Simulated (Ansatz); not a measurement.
# FH₅NSi+ (SMILES [NH3+][SiH2]F): a short trajectory

Aim: follow the atoms for 80 steps of 0.5 fs at constant energy, with velocities drawn for 700 K.

Program: Ansatz 0.2.0, Gaussian basis. Level of theory: PBE0-D4/def2-SVP. These are calculated values, not measurements.

1 further run of the same task is left out (it didn't finish).

**1. Where the work starts**

8 atoms, charge 1, spin multiplicity 1.

Atoms are counted from 1 here; the program's logs count them from 0.

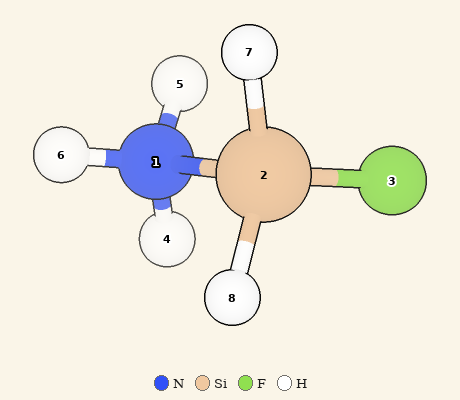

As it starts; nitrogen blue, silicon light orange, fluorine green, hydrogen white; atoms are numbered from 1 in the order of the file.

Coordinates:

```xyz
8
charge 1, multiplicity 1
N    -0.5358    0.5894   -0.4664
Si    0.5069   -0.6042    0.6215
F     1.4298   -1.1055   -0.5645
H    -1.0075    0.0788   -1.2202
H     0.0644    1.2847   -0.9223
H    -1.2543    1.0995    0.0523
H     1.2343    0.2844    1.4964
H    -0.4378   -1.6271    1.0031
```

**2. Dynamics**

File md/in.yaml:

```yaml
crystal:
  periodic: [false, false, false]
  atoms:
    - {symbol: N, position_ang: [-0.535820, 0.589390, -0.466360]}
    - {symbol: Si, position_ang: [0.506880, -0.604250, 0.621480]}
    - {symbol: F, position_ang: [1.429750, -1.105450, -0.564460]}
    - {symbol: H, position_ang: [-1.007460, 0.078820, -1.220220]}
    - {symbol: H, position_ang: [0.064380, 1.284690, -0.922250]}
    - {symbol: H, position_ang: [-1.254260, 1.099540, 0.052300]}
    - {symbol: H, position_ang: [1.234300, 0.284380, 1.496420]}
    - {symbol: H, position_ang: [-0.437760, -1.627130, 1.003090]}
basis:
  gaussian: {orbitals: def2-SVP}
total_charge: 1
hamiltonian: {xc: pbe0, dispersion: d4}
md: {n_steps: 80, timestep: 0.5, temperature: 700, ensemble: nve, seed: 861, initial_velocities: maxwell_boltzmann}
```

The run is started by

```console
$ ansatz run in.yaml --threads 2 --pin off --events-out ev --progress --plain --max-ram 3481MiB
```

Before running it: what results should come out? Wanted: temperature at the start; mean temperature, second half; lowest and highest potential energy, from the first frame; largest change of potential + kinetic.

As calculated:

| quantity | value |
| --- | --- |
| length | 80 steps, 40.0 fs |
| temperature at the start | 700 K |
| mean temperature, second half | 378 K |
| lowest and highest potential energy, from the first frame | 0 and 419 meV |
| largest change of potential + kinetic | 7.7 meV |

**Reading.** With no thermostat the total energy should stay fixed; it holds within 7.7 meV, small beside the kinetic energy, so the time step serves. The instant temperature ranges from 170 to 700 K, as energy passes between motion and strain. No bond breaks or forms, judged by distance.
